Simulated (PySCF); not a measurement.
# H₆NPSi: electronic excitations at several levels of theory, part 2 of 2

PySCF 2.14.0. Atoms count from 0. Earlier steps stand in the parts before.

### 9 Ultraviolet spectrum: PBE0/def2-TZVPD

The job: settings as JSON, then the geometry in Å.

```
{"job": {"kind": "uv", "xc": "PBE0", "basis": "def2-TZVPD"}, "charge": 0, "multiplicity": 1}
N     -1.422189     0.708969    -0.167298
Si    -0.215721    -0.402677     0.381843
P      1.630527    -0.002703    -0.861301
H     -1.637389     0.762953    -1.156875
H     -2.254376     0.862408     0.391347
H     -0.048003    -0.168931     1.848551
H     -0.500974    -1.867066     0.193201
H      2.413289    -0.988794    -0.185535
H      2.092819     1.078334    -0.051438
```

With the program's defaults for keys left out, this is: TDDFT PBE0/def2-TZVPD, vertical, gas phase, core orbitals frozen in the response.

Output:

```text
coarse grid: 8032 points
cycle   1  E = -688.9264377491  dE = -5.331e-02  |g| = 4.099e-01  |ddm| = 2.125e+00
cycle   2  E = -688.8911390431  dE =  3.530e-02  |g| = 5.714e-01  |ddm| = 5.490e-01
cycle   3  E = -688.9613125857  dE = -7.017e-02  |g| = 4.636e-02  |ddm| = 3.229e-01
cycle   4  E = -688.9618078482  dE = -4.953e-04  |g| = 1.263e-02  |ddm| = 5.176e-02
cycle   5  E = -688.9618475031  dE = -3.965e-05  |g| = 3.620e-03  |ddm| = 1.699e-02
cycle   6  E = -688.9618506064  dE = -3.103e-06  |g| = 6.784e-04  |ddm| = 4.711e-03
final grid: 67080 points
cycle   7  E = -688.9572481787  dE = -1.726e-05  |g| = 6.356e-03  |ddm| = 3.261e-02
cycle   8  E = -688.9572399108  dE =  8.268e-06  |g| = 8.856e-03  |ddm| = 8.522e-03
cycle   9  E = -688.9572559571  dE = -1.605e-05  |g| = 6.458e-04  |ddm| = 5.028e-03
cycle  10  E = -688.9572560374  dE = -8.033e-08  |g| = 9.934e-05  |ddm| = 6.230e-04
cycle  11  E = -688.9572560403  dE = -2.917e-09  |g| = 3.621e-05  |ddm| = 1.458e-04
cycle  12  E = -688.9572560407  dE = -4.404e-10  |g| = 6.722e-06  |ddm| = 3.509e-05
converged SCF energy = -688.9572560407

Static polarisability (au): isotropic 67.233, principal 58.953 63.349 79.396

Singlet excitations
state   eV       nm        f      main configurations
  1   5.8756    211.0   0.01112   H->L 0.77, H-1->L 0.16
  2   6.2130    199.6   0.01706   H->L+1 0.84, H->L+2 0.09
  3   6.3409    195.5   0.02161   H-1->L 0.69, H->L 0.12, H->L+2 0.10
  4   6.6169    187.4   0.04539   H->L+2 0.76, H-1->L 0.09
  5   6.7392    184.0   0.04151   H-1->L+1 0.77, H->L+3 0.18
  6   6.7921    182.5   0.20754   H->L+3 0.68, H-1->L+1 0.15
  7   7.0778    175.2   0.02616   H-1->L+3 0.80, H-1->L+2 0.13
  8   7.1438    173.6   0.04893   H-1->L+2 0.79, H-1->L+3 0.12
  9   7.5778    163.6   0.00448   H->L+5 0.59, H->L+4 0.20
 10   7.5949    163.2   0.04177   H->L+4 0.56, H->L+5 0.15, H->L+6 0.09

Triplet excitations (Tamm-Dancoff, eV): 5.2739 5.4686 5.7059 6.1297
```

Wall time 11 s (1 thread of Arm Neoverse V1, shared host); peak memory 0.71 GiB.

Key values: HOMO -7.27 eV, LUMO -0.18 eV; lowest singlet 5.88 eV.

### 10 Excited states and response: PBE0/6-31+G*

Same as in step 9 but for these lines:

```diff
@@ -1,2 +1,2 @@
-{"job": {"kind": "uv", "xc": "PBE0", "basis": "def2-TZVPD"}, "charge": 0, "multiplicity": 1}
+{"job": {"kind": "uv", "xc": "PBE0", "basis": "6-31+G*"}, "charge": 0, "multiplicity": 1}
 N     -1.422189     0.708969    -0.167298
```

Method: TDDFT PBE0/6-31+G*, vertical, gas phase, core orbitals frozen in the response.

Output:

```text
coarse grid: 8032 points
cycle   1  E = -688.8737804473  dE = -2.690e-02  |g| = 3.793e-01  |ddm| = 2.617e+00
cycle   2  E = -688.8422384731  dE =  3.154e-02  |g| = 5.308e-01  |ddm| = 8.276e-01
cycle   3  E = -688.9074089467  dE = -6.517e-02  |g| = 3.707e-02  |ddm| = 4.779e-01
cycle   4  E = -688.9077723788  dE = -3.634e-04  |g| = 1.144e-02  |ddm| = 7.195e-02
cycle   5  E = -688.9078202503  dE = -4.787e-05  |g| = 2.480e-03  |ddm| = 2.462e-02
cycle   6  E = -688.9078225600  dE = -2.310e-06  |g| = 3.471e-04  |ddm| = 5.434e-03
final grid: 67080 points
cycle   7  E = -688.8652597633  dE = -5.743e-06  |g| = 5.989e-03  |ddm| = 1.886e-02
cycle   8  E = -688.8652508863  dE =  8.877e-06  |g| = 8.760e-03  |ddm| = 1.253e-02
cycle   9  E = -688.8652684656  dE = -1.758e-05  |g| = 3.931e-04  |ddm| = 7.017e-03
cycle  10  E = -688.8652685201  dE = -5.452e-08  |g| = 6.589e-05  |ddm| = 7.697e-04
cycle  11  E = -688.8652685214  dE = -1.342e-09  |g| = 2.003e-05  |ddm| = 1.417e-04
cycle  12  E = -688.8652685216  dE = -1.439e-10  |g| = 4.426e-06  |ddm| = 4.090e-05
converged SCF energy = -688.8652685216

Static polarisability (au): isotropic 58.969, principal 50.833 55.560 70.513

Singlet excitations
state   eV       nm        f      main configurations
  1   5.8158    213.2   0.00986   H->L 0.80, H-1->L 0.17
  2   6.2442    198.6   0.03438   H->L+1 0.66, H-1->L 0.26
  3   6.4168    193.2   0.08584   H-1->L 0.54, H->L+1 0.26, H->L 0.09
  4   6.6417    186.7   0.05132   H->L+2 0.77, H->L+3 0.16
  5   6.7370    184.0   0.11438   H-1->L+1 0.67, H->L+3 0.17, H->L+2 0.12
  6   6.8079    182.1   0.09078   H->L+3 0.53, H-1->L+1 0.24
  7   7.0316    176.3   0.05019   H-1->L+2 0.93
  8   7.3031    169.8   0.02515   H->L+4 0.84, H-1->L+3 0.08
  9   7.3760    168.1   0.02754   H-1->L+3 0.81, H->L+4 0.10
 10   7.4587    166.2   0.08475   H->L+5 0.87

Triplet excitations (Tamm-Dancoff, eV): 5.3412 5.6701 5.7003 6.0610
```

Wall time 4.1 s (1 thread of Arm Neoverse V1, shared host); peak memory 0.42 GiB.

This run: HOMO -7.23 eV, LUMO -0.22 eV; lowest singlet 5.82 eV.

### 11 Side by side: electronic excitations

Excitations and ground-state properties, with basis size and wall time:

```
              run  lowest singlet (eV)  brightest (eV)      f  gap (eV)  α (Å³)  μ (D)  functions   time
wB97X-D/def2-SVPD                 6.36            7.21  0.247     10.76    9.65   1.32        116   21 s
LC-wPBE/def2-SVPD                 6.66            7.54  0.330     11.78    9.42   1.32        116   32 s
      PBE0/6-31G*                 6.31            7.28  0.227      7.63    7.69   1.55         62  3.1 s
    PBE0/def2-SVP                 6.39            7.89  0.111      7.76    7.99   1.42         80    4 s
   PBE0/def2-TZVP                 6.09            7.13  0.261      7.40    9.11   1.34        141  7.9 s
 PBE0/aug-cc-pVDZ                 5.72            6.59  0.169      6.87   10.03   1.25        131  7.4 s
 PBE0/aug-cc-pVTZ                 5.74            6.58  0.167      6.88   10.06   1.26        284   24 s
  PBE0/def2-TZVPD                 5.88            6.79  0.208      7.09    9.96   1.26        177   11 s
     PBE0/6-31+G*                 5.82            6.74  0.114      7.01    8.74   1.37         74  4.1 s
```

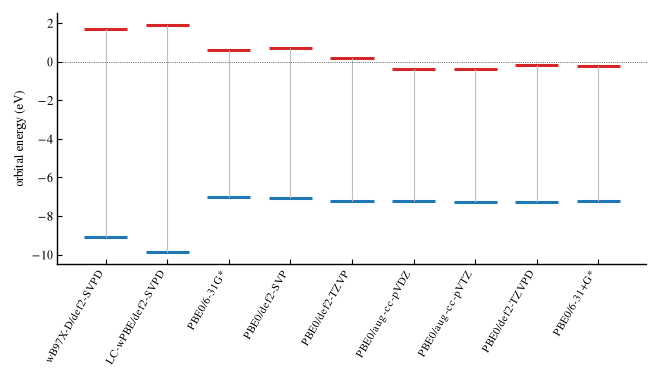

HOMO (blue) and LUMO (red) run by run.

### 12 Results

The summary covers parts 1 to 2.

| quantity | value |
| --- | --- |
| lowest singlet (wB97X-D/def2-SVPD) | 6.36 eV (195 nm), f = 0.019 |
| brightest single state of those computed | state 4, 7.21 eV, f = 0.247 |
| lowest triplet | 5.72 eV |
| vertical ionisation energy (ΔSCF) | 9.41 eV |
| range of the lowest singlet | 5.72 to 6.66 eV |

In words: Single values in the summary come from the first sound run of each kind (wB97X-D/def2-SVPD), which need not be the best level. The lowest singlet, at 6.36 eV, is HOMO→LUMO 0.55, HOMO−1→LUMO 0.24 and is weak; of the 10 states computed, the strongest absorption comes from state 4 at 7.21 eV. The lowest triplet lies 0.65 eV below the lowest singlet (triplets in Tamm-Dancoff, singlets in full TDDFT). The orbital energy would give 9.08 eV for ionisation, ΔSCF gives 9.41 eV. The lowest singlet runs from 5.72 eV (PBE0/aug-cc-pVDZ) to 6.66 eV (LC-wPBE/def2-SVPD), while the orbital gap spans 6.87 to 11.78 eV. The lowest state need not be the same one in every run.
